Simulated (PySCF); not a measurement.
**Excited-state calculation, with input and output: GePH$_{3}$ClO$_{4}$F**

The run: excited-state calculation of GePH$_{3}$ClO$_{4}$F. Method and program: TDDFT CAM-B3LYP/def2-SVPD, vertical, gas phase, core orbitals frozen in the response (PySCF 2.14.0).

The geometry comes from this level: PBE0-D3(BJ)/def2-SVP.

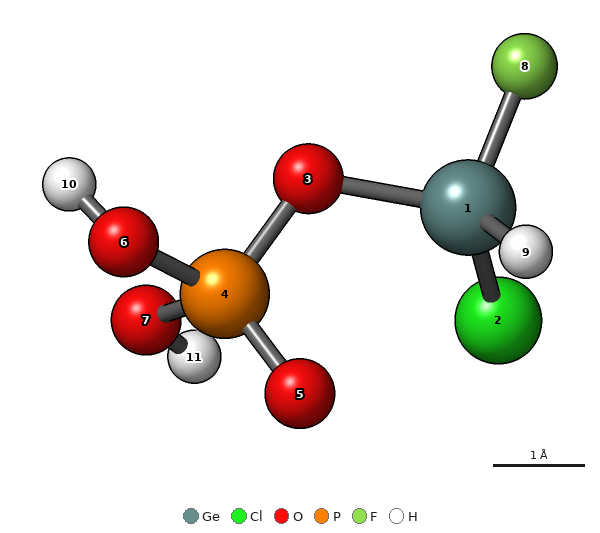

**Figure 1.** The structure (ball-and-stick view, seen at a tilt; atoms are numbered from 1 in the order of the input). Sticks mark near contacts.

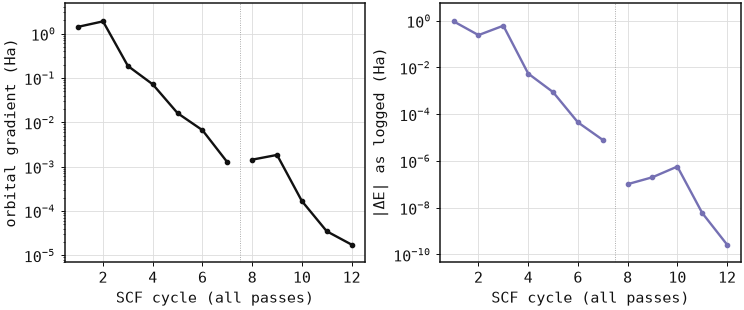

**Figure 2.** Convergence of the self-consistent field: orbital gradient and size of the energy change against the SCF cycle. The dotted line marks the change from a coarse to the final integration grid. The first 7 cycles use a coarse grid, the final grid takes over at cycle 8, and the field converges after 12 cycles in all.

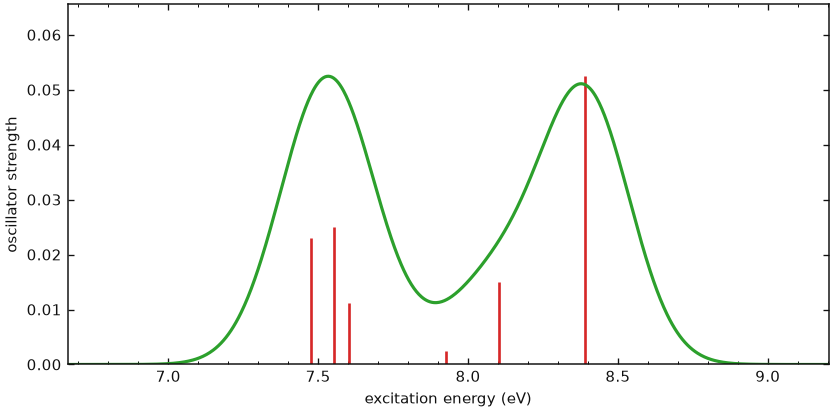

**Figure 3.** Computed excitations as sticks (degenerate states added up, dark ones marked on the axis), with a Gaussian envelope of 0.35 eV full width at half maximum, scaled to the tallest. Of the 6 states the lowest lies at 7.48 eV (f = 0.023); the strongest line is at 8.39 eV, or 148 nm (f = 0.052).

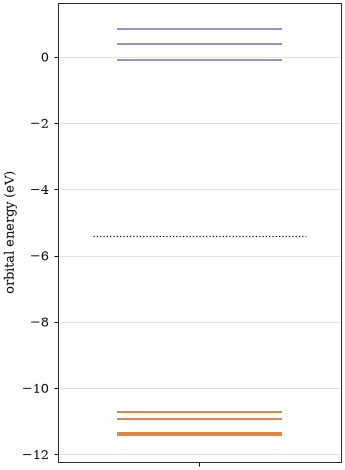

**Figure 4.** Orbital energies near the frontier; the dotted line parts filled from empty levels, and levels within 0.02 eV of each other stand side by side. Highest filled −10.71 eV, lowest empty −0.10 eV, 10.61 eV apart.

These pictures come from the run below.

### Input
```
{"job": {"kind": "uv", "xc": "CAM-B3LYP", "basis": "def2-SVPD", "nstates": 6, "ntriplets": 2, "ip": true}, "charge": 0, "multiplicity": 1}
Ge     1.880455    -0.139897    -0.175258
Cl     1.819916    -2.273700    -0.164335
O      0.248327     0.417780    -0.646817
P     -0.913762     0.172325     0.447211
O     -0.329805    -0.176298     1.757648
O     -1.807410     1.485990     0.415528
O     -1.898072    -0.890393    -0.245231
F      2.817187     0.318047    -1.544480
H      2.462748     0.494016     1.072426
H     -2.268411     1.623369    -0.422328
H     -1.515023    -1.778200    -0.267951
```

The first line tells a small driver script what to run in PySCF; the rest is the geometry in Å.

Launch command:
```bash
OMP_NUM_THREADS=1 python <driver script> task.json out
```

### Output
```
coarse grid: 53584 points
cycle   1  E = -3280.1961304778  dE =  9.257e-01  |g| = 1.421e+00  |ddm| = 5.142e+00
cycle   2  E = -3279.9571072984  dE =  2.390e-01  |g| = 1.886e+00  |ddm| = 6.630e+00
cycle   3  E = -3280.5600814314  dE = -6.030e-01  |g| = 1.861e-01  |ddm| = 3.207e+00
cycle   4  E = -3280.5654952578  dE = -5.414e-03  |g| = 7.163e-02  |ddm| = 2.945e-01
cycle   5  E = -3280.5663673561  dE = -8.721e-04  |g| = 1.601e-02  |ddm| = 8.513e-02
cycle   6  E = -3280.5664117631  dE = -4.441e-05  |g| = 6.616e-03  |ddm| = 2.504e-02
cycle   7  E = -3280.5664196358  dE = -7.873e-06  |g| = 1.255e-03  |ddm| = 7.603e-03
final grid: 109264 points
cycle   8  E = -3280.5664077859  dE = -1.007e-07  |g| = 1.432e-03  |ddm| = 8.165e-03
cycle   9  E = -3280.5664075865  dE =  1.994e-07  |g| = 1.832e-03  |ddm| = 3.845e-03
cycle  10  E = -3280.5664081574  dE = -5.708e-07  |g| = 1.665e-04  |ddm| = 2.153e-03
cycle  11  E = -3280.5664081633  dE = -5.904e-09  |g| = 3.471e-05  |ddm| = 2.384e-04
cycle  12  E = -3280.5664081635  dE = -2.610e-10  |g| = 1.735e-05  |ddm| = 5.891e-05
converged SCF energy = -3280.5664081635

Static polarisability (au): isotropic 74.495, principal 66.035 74.597 82.854

Singlet excitations
state   eV       nm        f      main configurations
  1   7.4758    165.8   0.02306   H-1->L 0.33, H-3->L 0.28, H-2->L 0.14
  2   7.5540    164.1   0.02510   H->L 0.50, H-2->L 0.28
  3   7.6019    163.1   0.01128   H->L 0.36, H-2->L 0.31, H-3->L 0.11
  4   7.9265    156.4   0.00254   H-1->L 0.49, H-3->L 0.27
  5   8.1040    153.0   0.01503   H->L+1 0.86
  6   8.3919    147.7   0.05247   H-1->L+1 0.74

Triplet excitations (Tamm-Dancoff, eV): 6.8820 7.0155
Vertical ionisation energy (delta-SCF) = 11.6208 eV
Vertical electron affinity (delta-SCF) = -0.5534 eV
```

### Key numbers

| quantity | value |
| --- | --- |
| outcome | converged |
| total energy | −3280.566408 hartree |
| HOMO | −10.71 eV |
| LUMO | −0.10 eV |
| dipole moment | 1.65 D |
| mean polarisability | 74.50 a.u. |
| vertical ionisation energy | 11.62 eV |
| vertical electron affinity | −0.55 eV |
| lowest singlet excitation | 7.48 eV |
| hardware | 1 CPU thread, shared host |
| wall time | 8.8 min |
| peak memory | 1.3 GiB |

### Notes

Spin–orbit coupling is left out, which matters for the heavy atoms.
